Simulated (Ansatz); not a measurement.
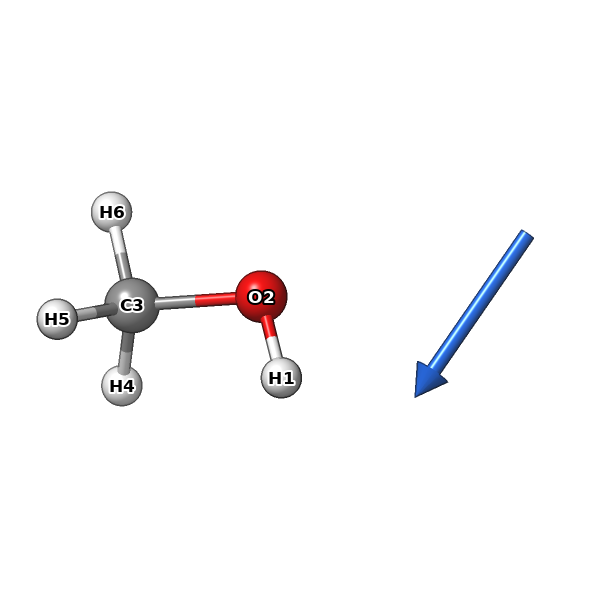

The arrow beside the molecule shows the direction of the dipole moment, from the negative to the positive end (its length means nothing). The computed structure is the end point of a PBE0-D4/def2-TZVP optimisation. Properties computed with RKS PBE0-D4/def2-TZVP (Ansatz 0.2.0).

**Estimate the dipole moment.**

1.67 D; it points from the side of O2, H6 to the side of H4, H5 (the outermost atoms at the two ends).
